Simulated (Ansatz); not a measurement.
# SiCl (quartet): one geometry, many settings at distance Si1–Cl2 = 5.514 Å

Aim: run SiCl (quartet) at one geometry under a spread of methods and options, and see what each costs and gives.

Method: the settings change from run to run; program: Ansatz 0.2.0, Gaussian basis.

17 further runs of the same task are left out: 14 that didn't finish, 3 set aside as unsound or not needed.

## Step 1: What is computed

The geometry derives from a PBE0/def2-TZVP stationary point (not a proven minimum). One bond is set to the value named and the two fragments are kept rigid.

2 atoms, charge 0, spin multiplicity 4.

Atoms are counted from 1 here; the program's logs count them from 0.

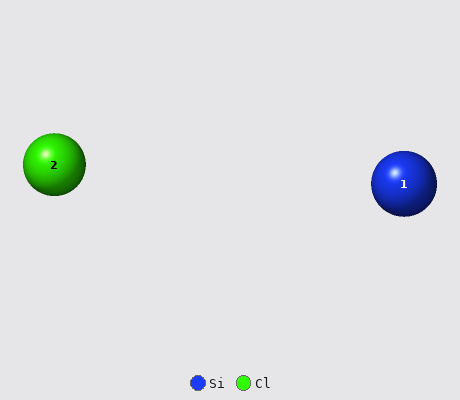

The structure; silicon blue, chlorine green; atoms are numbered from 1 in the order of the file.

## Step 2: NEVPT4(SD)(3,4)/STO-3G

File in.yaml:

```yaml
crystal:
  periodic: [false, false, false]
  atoms:
    - {symbol: Si, position_ang: [0.000000, 0.000000, 0.000000]}
    - {symbol: Cl, position_ang: [0.000000, 0.000000, 5.514000]}
basis:
  gaussian: {orbitals: STO-3G}
magnetization: {spin_polarized: false, initial_magnetization: 3}
correlation: {method: fic_nevpt4_sd, electrons: outside_noble_gas, active_space: {window: {electrons: 3, orbitals: 4}}}
```

Started as:

```sh
ansatz run in.yaml --threads 1 --pin off --events-out ev --progress --plain --max-ram 2393MiB
```

Log:

```text
Functional definition: HF
  name "HF"
  cite "Fock, Z. Phys. 61, 126 (1930) doi:10.1007/BF01340294"
  parent pbe
  exchange = exact_x
  correlation = 0
178 factors; integrals over basis functions are off by at most 1.8e-6 eV
mean field evaluation 1: about -20136.6507 eV, gradient 1.4e0 eV
mean field evaluation 2: about -20136.6507 eV, gradient 1.4e0 eV
mean field evaluation 4: about -20136.6532 eV, gradient 1.3e-5 eV
mean field evaluation 8: about -20136.6538 eV, gradient 2.5e-2 eV
mean field evaluation 16: about -20136.6560 eV, gradient 2.4e-3 eV
mean field evaluation 32: about -20136.6543 eV, gradient 4.6e-2 eV
mean field evaluation 64: about -20136.6541 eV, gradient 4.6e-7 eV
mean field evaluation 96: about -20136.6562 eV, gradient 4.2e-4 eV
mean field evaluation 128: about -20136.6512 eV, gradient 1.4e-3 eV
mean field evaluation 160: about -20136.6562 eV, gradient 9.7e-3 eV
mean field -20136.65618084 eV, -740.0084655302 hartree, gradient 8.3e-7 eV, S^2 3.750000; 22 other end points of the search recorded, 0 dependent functions left out
reference -20136.65618084 eV, -740.0084655302 hartree; 17, 14 occupied and 1, 4 virtual orbitals, 178 factors
state -20136.65618084 eV, -740.0084655302 hartree
state -20136.65618084 eV, -740.0084655302 hartree; corrected -20136.94640935 eV, -740.0191312310 hartree
state -20136.65617274 eV, -740.0084652323 hartree
state -20136.65617274 eV, -740.0084652323 hartree; corrected -20136.94632054 eV, -740.0191279675 hartree
state -20136.65618084 eV, -740.0084655302 hartree; corrected -20136.94640935 eV, -740.0191312310 hartree
Total energy: -20136.94640935 eV, -740.0191312310 hartree
```

Run time: 1.7 s. Hardware: 1 thread of Arm Neoverse N1, shared host.

From the report: 1 determinant; active occupations 1.00, 1.00, 1.00, 0.00.

## Step 3: MRCISD+Q(3,6)/cc-pVDZ

File in.yaml:

```yaml
crystal:
  periodic: [false, false, false]
  atoms:
    - {symbol: Si, position_ang: [0.000000, 0.000000, 0.000000]}
    - {symbol: Cl, position_ang: [0.000000, 0.000000, 5.514000]}
basis:
  gaussian: {orbitals: cc-pVDZ}
magnetization: {spin_polarized: false, initial_magnetization: 3}
correlation: {method: fic_mrcisd_q, electrons: outside_noble_gas, active_space: {window: {electrons: 3, orbitals: 6}}}
accuracy: high
scf: {lower_state_search: full}
```

Launched as before.

Log, shortened:

```text
Functional definition: HF
  name "HF"
  cite "Fock, Z. Phys. 61, 126 (1930) doi:10.1007/BF01340294"
  parent pbe
[...]
627 factors; integrals over basis functions are off by at most 3.2e-9 eV
[...]
mean field -20362.65584007 eV, -748.3137998189 hartree, gradient 1.3e-8 eV, S^2 3.750000; 25 other end points of the search recorded, 0 dependent functions left out
reference -20362.65584007 eV, -748.3137998189 hartree; 17, 14 occupied and 19, 22 virtual orbitals, 627 factors
state -20362.77710674 eV, -748.3182562867 hartree
contracted CI cycle   1: correlation 0.00000000 eV, 0.0000000000 hartree, residual 1.71e1 eV
contracted CI cycle   2: correlation -4.78834224 eV, -0.1759683318 hartree, residual 2.21e0 eV
contracted CI cycle   3: correlation -4.89407689 eV, -0.1798540082 hartree, residual 4.38e-1 eV
contracted CI cycle   4: correlation -4.89850875 eV, -0.1800168764 hartree, residual 1.05e-1 eV
[...]
contracted CI cycle   9: correlation -4.89871869 eV, -0.1800245913 hartree, residual 4.52e-4 eV
contracted CI cycle  10: correlation -4.89871869 eV, -0.1800245915 hartree, residual 1.84e-4 eV
contracted CI cycle  11: correlation -4.89871869 eV, -0.1800245916 hartree, residual 6.08e-5 eV
contracted CI cycle  12: correlation -4.89871869 eV, -0.1800245916 hartree, residual 2.13e-5 eV
contracted CI cycle  13: correlation -4.89871870 eV, -0.1800245916 hartree, residual 1.14e-5 eV
contracted CI cycle  14: correlation -4.89871870 eV, -0.1800245916 hartree, residual 4.36e-6 eV
contracted CI cycle  15: correlation -4.89871870 eV, -0.1800245916 hartree, residual 1.28e-6 eV
state -20362.77620998 eV, -748.3182233314 hartree; corrected -20368.16338610 eV, -748.5161984020 hartree
state -20362.77710674 eV, -748.3182562867 hartree; corrected -20368.16437736 eV, -748.5162348303 hartree
WARN: 1 active orbitals are nearly empty or full. The corrections depend on them more than the energy does, and are more stable in an active space without them
Total energy: -20368.16437736 eV, -748.5162348303 hartree
```

Wall time 39 s (1 thread of Arm Neoverse N1, shared host).

From the report: 10 determinants; active occupations 1.00, 1.00, 1.00, 0.00, 0.00, 0.00. The report marks this result as in doubt.

## Step 4: HF/aug-cc-pVDZ

File in.yaml:

```yaml
crystal:
  periodic: [false, false, false]
  atoms:
    - {symbol: Si, position_ang: [0.000000, 0.000000, 0.000000]}
    - {symbol: Cl, position_ang: [0.000000, 0.000000, 5.514000]}
basis:
  gaussian: {orbitals: aug-cc-pVDZ}
magnetization: {spin_polarized: false, initial_magnetization: 3}
hamiltonian: {xc: hf}
output: {orbitals: {seedname: orbitals}}
```

Launched as before.

Log, shortened:

```text
Functional definition: HF
  name "HF"
  cite "Fock, Z. Phys. 61, 126 (1930) doi:10.1007/BF01340294"
  parent pbe
[...]
546 factors; integrals over basis functions are off by at most 1.7e-4 eV
[...]
mean field -20362.70786250 eV, -748.3157116076 hartree, gradient 3.0e-6 eV, S^2 3.750000; 5 other end points of the search recorded, 0 dependent functions left out
reference -20362.70786250 eV, -748.3157116076 hartree; 17, 14 occupied and 37, 40 virtual orbitals, 546 factors
Total energy: -20362.70786250 eV, -748.3157116076 hartree
```

Wall time 3.3 s (1 thread of Arm Neoverse N1, shared host).

## Step 5: CCSD(T)/aug-cc-pVDZ

File in.yaml:

```yaml
crystal:
  periodic: [false, false, false]
  atoms:
    - {symbol: Si, position_ang: [0.000000, 0.000000, 0.000000]}
    - {symbol: Cl, position_ang: [0.000000, 0.000000, 5.514000]}
basis:
  gaussian: {orbitals: aug-cc-pVDZ}
magnetization: {spin_polarized: true, initial_magnetization: 3}
hamiltonian: {xc: {name: B3LYP}}
correlation: {method: ccsd_t, electrons: outside_noble_gas}
output: {forces: true}
```

Same command.

Log, shortened:

```text
Functional definition: B3LYP
  name "B3LYP"
  cite "Stephens, Devlin, Chabalowski & Frisch, J. Phys. Chem. 98, 11623 (1994) doi:10.1021/j100096a001"
  cite "Becke, Phys. Rev. A 38, 3098 (1988) doi:10.1103/PhysRevA.38.3098"
  cite "Lee, Yang & Parr, Phys. Rev. B 37, 785 (1988) doi:10.1103/PhysRevB.37.785"
  cite "Vosko, Wilk & Nusair, Can. J. Phys. 58, 1200 (1980) doi:10.1139/p80-159"
[...]
546 factors; integrals over basis functions are off by at most 1.7e-4 eV
[...]
mean field -20396.33382543 eV, -749.5514429530 hartree, gradient 1.9e-10 eV, S^2 3.755869; 14 other end points of the search recorded, 0 dependent functions left out
10 core orbitals not correlated: weight in the atoms' cores, before any rotation towards them, 1.000 or more for the frozen orbitals, at most 0.000 for the correlated occupied ones
reference -20362.71570245 eV, -748.3159997205 hartree; 7, 4 occupied and 37, 40 virtual orbitals, 546 factors
second order -4.60687247 eV of doubles, -0.09330644 eV of singles
cycle   1  -5.41310393 eV  change   -7.2e-1 eV  update   6.4e-2
[...]
cycle   5  -5.65253348 eV  change   3.1e-10 eV  update  7.5e-10
perturbative correction -0.10121110 eV, -0.0037194394 hartree
[...]
Total energy: -20368.46944703 eV, -748.5274459337 hartree
Atom 0 at     0.000000     0.000000     0.000000 Å, force    -0.000000     0.000000     0.008802 eV/Å
Atom 1 at     0.000000     0.000000     5.514000 Å, force    -0.000000    -0.000000    -0.008802 eV/Å
Dipole moment:     0.000000    -0.000000     0.010347 e Å
```

Run time: 64 s. Hardware: 1 thread of Arm Neoverse N1, shared host.

From the report: ⟨S²⟩ of the determinant 3.756 (pure quartet: 3.75); correlation -5.7537 eV; T1 0.010; largest double amplitude 0.08. The orbitals are Kohn-Sham ones, so correlation energy and T1 don't compare with those on Hartree-Fock orbitals.

## Step 6: CCSD on UHF/6-31G*

File in.yaml:

```yaml
crystal:
  periodic: [false, false, false]
  atoms:
    - {symbol: Si, position_ang: [0.000000, 0.000000, 0.000000]}
    - {symbol: Cl, position_ang: [0.000000, 0.000000, 5.514000]}
basis:
  gaussian: {orbitals: "6-31G*"}
magnetization: {spin_polarized: true, initial_magnetization: 3}
correlation: {method: ccsd, electrons: valence}
accuracy: high
scf: {lower_state_search: full}
```

The command is unchanged.

Log, shortened:

```text
Functional definition: HF
  name "HF"
  cite "Fock, Z. Phys. 61, 126 (1930) doi:10.1007/BF01340294"
  parent pbe
[...]
539 factors; integrals over basis functions are off by at most 3.8e-9 eV
[...]
mean field -20361.73425498 eV, -748.2799321912 hartree, gradient 2.3e-8 eV, S^2 3.761000; 27 other end points of the search recorded, 0 dependent functions left out
determinant -20361.73425498 eV, -748.2799321912 hartree, with singles and doubles -20366.56620691 eV, -748.4575031497 hartree
determinant -20361.73309836 eV, -748.2798896865 hartree, with singles and doubles -20366.56496697 eV, -748.4574575827 hartree
determinant -20361.72849637 eV, -748.2797205663 hartree, with singles and doubles -20366.56095781 eV, -748.4573102487 hartree
determinant -20361.72650026 eV, -748.2796472107 hartree, with singles and doubles -20366.55914233 eV, -748.4572435309 hartree
[...]
determinant -20361.73309836 eV, -748.2798896865 hartree, with singles and doubles -20366.56503421 eV, -748.4574600537 hartree
determinant -20361.72849637 eV, -748.2797205663 hartree, with singles and doubles -20366.56102842 eV, -748.4573128437 hartree
determinant -20361.72650026 eV, -748.2796472107 hartree, with singles and doubles -20366.55921449 eV, -748.4572461829 hartree
determinant -20361.72171496 eV, -748.2794713541 hartree, with singles and doubles -20366.55464407 eV, -748.4570782231 hartree
10 core orbitals not correlated: weight in the atoms' cores, before any rotation towards them, 1.000 or more for the frozen orbitals, at most 0.000 for the correlated occupied ones
reference -20361.73425498 eV, -748.2799321912 hartree; 7, 4 occupied and 21, 24 virtual orbitals, 539 factors
second order -3.93900736 eV of doubles, -0.00000000 eV of singles
cycle   1  -4.83199659 eV  change    3.6e-7 eV  update   2.9e-6
[...]
cycle  15  -4.83199538 eV  change  -6.7e-10 eV  update   1.1e-9
Total energy: -20366.56625035 eV, -748.4575047460 hartree
```

Run time: 16 s. Hardware: 1 thread of Arm Neoverse N1, shared host.

From the report: ⟨S²⟩ of the determinant 3.761 (pure quartet: 3.75); correlation -4.8320 eV; T1 0.007; largest double amplitude 0.10.

## Step 7: NEVPT2(3,9)/def2-mTZVP

File in.yaml:

```yaml
crystal:
  periodic: [false, false, false]
  atoms:
    - {symbol: Si, position_ang: [0.000000, 0.000000, 0.000000]}
    - {symbol: Cl, position_ang: [0.000000, 0.000000, 5.514000]}
basis:
  gaussian: {orbitals: def2-mTZVP}
magnetization: {spin_polarized: false, initial_magnetization: 3}
correlation: {method: sc_nevpt2, electrons: outside_noble_gas, active_space: {window: {electrons: 3, orbitals: 9}}}
output: {forces: true}
```

Launched as before.

Log, shortened:

```text
Functional definition: HF
  name "HF"
  cite "Fock, Z. Phys. 61, 126 (1930) doi:10.1007/BF01340294"
  parent pbe
[...]
366 factors; integrals over basis functions are off by at most 4.8e-4 eV
[...]
mean field -20362.72831920 eV, -748.3164633777 hartree, gradient 1.6e-6 eV, S^2 3.750000; 21 other end points of the search recorded, 0 dependent functions left out
reference -20362.72831920 eV, -748.3164633777 hartree; 17, 14 occupied and 27, 30 virtual orbitals, 366 factors
state -20362.83594751 eV, -748.3204186450 hartree
state -20362.83594751 eV, -748.3204186450 hartree; corrected -20367.16290987 eV, -748.4794315790 hartree
state -20362.82250528 eV, -748.3199246523 hartree
state -20362.82250528 eV, -748.3199246523 hartree; corrected -20367.14599141 eV, -748.4788098369 hartree
state -20362.83594751 eV, -748.3204186450 hartree; corrected -20367.16290987 eV, -748.4794315790 hartree
state -20362.83465241 eV, -748.3203710512 hartree
state -20362.83465241 eV, -748.3203710512 hartree; corrected -20367.16095428 eV, -748.4793597124 hartree
state -20362.83594751 eV, -748.3204186450 hartree; corrected -20367.16290987 eV, -748.4794315790 hartree
the orbitals are reached from a further start. From the first start the search ends at -20362.82250528 eV, -748.3199246523 hartree
[...]
WARN: the results are in doubt because close orbitals or states may skew the forces
Total energy: -20367.16290987 eV, -748.4794315790 hartree
Atom 0 at     0.000000     0.000000     0.000000 Å, force     0.000000    -0.000000     0.006409 eV/Å
Atom 1 at     0.000000     0.000000     5.514000 Å, force    -0.000000     0.000000    -0.006409 eV/Å
Dipole moment:     0.000000    -0.000000     0.008320 e Å
In doubt: close orbitals or states may skew the forces
```

Wall time 48 s (1 thread of Arm Neoverse N1, shared host).

From the report: 42 determinants; active occupations 1.00, 1.00, 1.00, 0.00, 0.00, 0.00, 0.00, 0.00, 0.00. Mind the lines of doubt at the end of the log.

## Step 8: CASSCF(5,4)/6-31G

File in.yaml:

```yaml
crystal:
  periodic: [false, false, false]
  atoms:
    - {symbol: Si, position_ang: [0.000000, 0.000000, 0.000000]}
    - {symbol: Cl, position_ang: [0.000000, 0.000000, 5.514000]}
basis:
  gaussian: {orbitals: 6-31G}
magnetization: {spin_polarized: false, initial_magnetization: 3}
correlation: {active_space: {window: {electrons: 5, orbitals: 4}, states: [{multiplicity: 4, weights: [1, 1, 1, 0.5]}]}}
output: {forces: true}
```

The command is unchanged.

Log, shortened:

```text
Functional definition: HF
  name "HF"
  cite "Fock, Z. Phys. 61, 126 (1930) doi:10.1007/BF01340294"
  parent pbe
[...]
463 factors; integrals over basis functions are off by at most 3.0e-8 eV
[...]
mean field -20361.50144120 eV, -748.2713764428 hartree, gradient 1.2e-6 eV, S^2 3.750000; 19 other end points of the search recorded, 0 dependent functions left out
reference -20361.50144120 eV, -748.2713764428 hartree; 17, 14 occupied and 9, 12 virtual orbitals, 463 factors
state -20361.10945886 eV, -748.2569713575 hartree
state -20361.10114442 eV, -748.2566658075 hartree
state -20350.60854035 eV, -747.8710697200 hartree
state -20350.39587116 eV, -747.8632542715 hartree
[...]
Total energy: -20356.57630835 eV, -748.0903811488 hartree
Atom 0 at     0.000000     0.000000     0.000000 Å, force    -0.000000    -0.000000     0.239444 eV/Å
Atom 1 at     0.000000     0.000000     5.514000 Å, force     0.000000     0.000000    -0.239444 eV/Å
Dipole moment:     0.000000     0.000000     2.306964 e Å
```

It took 8.5 s on 1 thread of Arm Neoverse N1, shared host.

From the report: 4 determinants; active occupations (of the averaged states) 1.29, 1.29, 1.29, 1.14.

## Step 9: CCSDT(Q) on ROHF/def2-SVP

File in.yaml:

```yaml
crystal:
  periodic: [false, false, false]
  atoms:
    - {symbol: Si, position_ang: [0.000000, 0.000000, 0.000000]}
    - {symbol: Cl, position_ang: [0.000000, 0.000000, 5.514000]}
basis:
  gaussian: {orbitals: def2-SVP}
magnetization: {spin_polarized: false, initial_magnetization: 3}
correlation: {method: ccsdt_q, electrons: outside_noble_gas}
```

Same command.

Log, shortened:

```text
Functional definition: HF
  name "HF"
  cite "Fock, Z. Phys. 61, 126 (1930) doi:10.1007/BF01340294"
  parent pbe
[...]
455 factors; integrals over basis functions are off by at most 5.5e-8 eV
[...]
mean field -20355.89660831 eV, -748.0654026331 hartree, gradient 8.0e-10 eV, S^2 3.750000; 21 other end points of the search recorded, 0 dependent functions left out
[...]
determinant -20355.89660831 eV, -748.0654026331 hartree, with singles and doubles -20361.17934907 eV, -748.2595397754 hartree
determinant -20355.89575335 eV, -748.0653712140 hartree, with singles and doubles -20361.17854237 eV, -748.2595101297 hartree
determinant -20355.89166196 eV, -748.0652208583 hartree, with singles and doubles -20361.17501925 eV, -748.2593806573 hartree
determinant -20355.88982768 eV, -748.0651534497 hartree, with singles and doubles -20361.17340420 eV, -748.2593213052 hartree
[...]
determinant -20355.89166196 eV, -748.0652208583 hartree, with singles and doubles -20361.17511357 eV, -748.2593841237 hartree
determinant -20355.88982768 eV, -748.0651534497 hartree, with singles and doubles -20361.17350165 eV, -748.2593248867 hartree
determinant -20355.88499660 eV, -748.0649759105 hartree, with singles and doubles -20361.16911441 eV, -748.2591636583 hartree
10 core orbitals not correlated: weight in the atoms' cores, before any rotation towards them, 1.000 or more for the frozen orbitals, at most 0.000 for the correlated occupied ones
reference -20355.89660831 eV, -748.0654026331 hartree; 7, 4 occupied and 19, 22 virtual orbitals, 455 factors
second order -4.22287565 eV of doubles, -0.12893717 eV of singles
cycle   1  -5.05169749 eV  change   -7.0e-1 eV  update   6.4e-2
[...]
cycle  23  -5.35759217 eV  change    1.1e-7 eV  update   5.8e-7
perturbative correction -0.00411017 eV, -0.0001510459 hartree
Total energy: -20361.25831065 eV, -748.2624415599 hartree
```

It took 25 s on 1 thread of Arm Neoverse N1, shared host.

From the report: correlation -5.3617 eV; T1 0.016; largest double amplitude 0.12.

## Step 10: CCSDT(Q) on UHF/cc-pVDZ

File in.yaml:

```yaml
crystal:
  periodic: [false, false, false]
  atoms:
    - {symbol: Si, position_ang: [0.000000, 0.000000, 0.000000]}
    - {symbol: Cl, position_ang: [0.000000, 0.000000, 5.514000]}
basis:
  gaussian: {orbitals: cc-pVDZ}
magnetization: {spin_polarized: true, initial_magnetization: 3}
correlation: {method: ccsdt_q, electrons: outside_noble_gas}
scf: {lower_state_search: full}
```

Same command.

Log, shortened:

```text
Functional definition: HF
  name "HF"
  cite "Fock, Z. Phys. 61, 126 (1930) doi:10.1007/BF01340294"
  parent pbe
[...]
617 factors; integrals over basis functions are off by at most 1.5e-7 eV
[...]
mean field -20362.86268238 eV, -748.3214011335 hartree, gradient 1.3e-10 eV, S^2 3.766611; 27 other end points of the search recorded, 0 dependent functions left out
determinant -20362.86268238 eV, -748.3214011335 hartree, with singles and doubles -20368.05019415 eV, -748.5120386748 hartree
determinant -20362.86166750 eV, -748.3213638371 hartree, with singles and doubles -20368.04918342 eV, -748.5120015312 hartree
determinant -20362.85717580 eV, -748.3211987702 hartree, with singles and doubles -20368.04529506 eV, -748.5118586365 hartree
determinant -20362.85521649 eV, -748.3211267671 hartree, with singles and doubles -20368.04355133 eV, -748.5117945556 hartree
[...]
determinant -20362.85717580 eV, -748.3211987702 hartree, with singles and doubles -20368.04541782 eV, -748.5118631477 hartree
determinant -20362.85521649 eV, -748.3211267671 hartree, with singles and doubles -20368.04367815 eV, -748.5117992161 hartree
determinant -20362.85036011 eV, -748.3209482985 hartree, with singles and doubles -20368.03917441 eV, -748.5116337066 hartree
10 core orbitals not correlated: weight in the atoms' cores, before any rotation towards them, 1.000 or more for the frozen orbitals, at most 0.000 for the correlated occupied ones
reference -20362.86268238 eV, -748.3214011335 hartree; 7, 4 occupied and 19, 22 virtual orbitals, 617 factors
second order -4.21191146 eV of doubles, -0.00000000 eV of singles
cycle   1  -4.93119597 eV  change   -7.2e-1 eV  update   6.6e-2
[...]
cycle  23  -5.26236949 eV  change    3.6e-7 eV  update   5.3e-7
perturbative correction -0.00493010 eV, -0.0001811779 hartree
Total energy: -20368.12998197 eV, -748.5149708231 hartree
```

It took 28 s on 1 thread of Arm Neoverse N1, shared host.

From the report: ⟨S²⟩ of the determinant 3.767 (pure quartet: 3.75); correlation -5.2673 eV; T1 0.007; largest double amplitude 0.11.

## Step 11: The runs in one table

 † marks a result that the program doubts.

```
                                     level         correlated  functions  energy (eV)   time
                    NEVPT4(SD)(3,4)/STO-3G  outside noble gas         18  -20136.9464  1.7 s
                   MRCISD+Q(3,6)/cc-pVDZ †  outside noble gas         36  -20368.1644   39 s
                            HF/aug-cc-pVDZ                            54  -20362.7079  3.3 s
   CCSD(T)/aug-cc-pVDZ (on B3LYP orbitals)  outside noble gas         54  -20368.4694   64 s
                        CCSD on UHF/6-31G*            valence         38  -20366.5663   16 s
                  NEVPT2(3,9)/def2-mTZVP †  outside noble gas         44  -20367.1629   48 s
CASSCF(5,4)/6-31G (mean of several states)                            26  -20356.5763  8.5 s
                 CCSDT(Q) on ROHF/def2-SVP  outside noble gas         36  -20361.2583   25 s
                   CCSDT(Q) on UHF/cc-pVDZ  outside noble gas         36  -20368.1300   28 s
```

## Step 12: Outcome

```
quantity                                          value
    runs                                              9
quickest                  NEVPT4(SD)(3,4)/STO-3G, 1.7 s
 slowest  CCSD(T)/aug-cc-pVDZ (on B3LYP orbitals), 64 s
```

**Reading.** Total energies in different bases, with other cores or another treatment of relativity can't be set against each other. CCSD(T)/aug-cc-pVDZ (on B3LYP orbitals) took 39 times as long as NEVPT4(SD)(3,4)/STO-3G; the jobs differ in more than the method.
